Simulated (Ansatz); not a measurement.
Consider Ga2AsN.

```cif
data_structure
_symmetry_space_group_name_H-M 'P 1'
_symmetry_Int_Tables_number 1
_cell_length_a 3.4639
_cell_length_b 3.4639
_cell_length_c 4.8450
_cell_angle_alpha 90.000
_cell_angle_beta 90.000
_cell_angle_gamma 90.000
_cell_volume 58.13
loop_
_atom_site_label
_atom_site_type_symbol
_atom_site_fract_x
_atom_site_fract_y
_atom_site_fract_z
_atom_site_occupancy
N1 N 0.00000 0.00000 0.00000 1
Ga1 Ga 0.00000 0.00000 0.50000 1
As1 As 0.50000 0.50000 0.50000 1
Ga2 Ga 0.50000 0.50000 0.00000 1
```

Space group P4/mmm; started from the ordered alloy on rocksalt lattice prototype, which need not be the ambient phase.

All numbers below come from Ansatz 0.2.0, DFT, r2SCAN, plane waves, PAW.

**What can the converged valence pseudo-density and electron localisation function tell about the bonding?**

Ga–N (2.42 Å): the density is about 0.32 e/Å³ at the midpoint, with its minimum of 0.27 e/Å³ about 1.1 Å from Ga; the ELF peaks at about 0.85 in the valence shell of N, 0.7 Å from its nucleus, and drops to about 0.20 between the two atoms (no shared electron pair shows on this line).
Ga–As (2.42 Å): ρ at the midpoint is about 0.48 e/Å³; the ELF peaks at about 0.75 between the atoms.

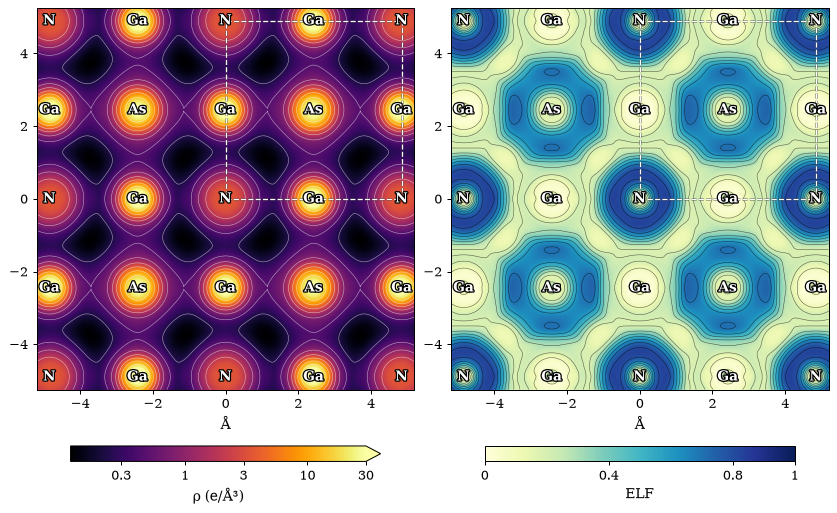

Computed valence pseudo-density and electron localisation function on the (11̄0) plane of the conventional cell, in this order. 

The density is the valence pseudo-density of a PAW calculation; it isn't the true density close to the nuclei.
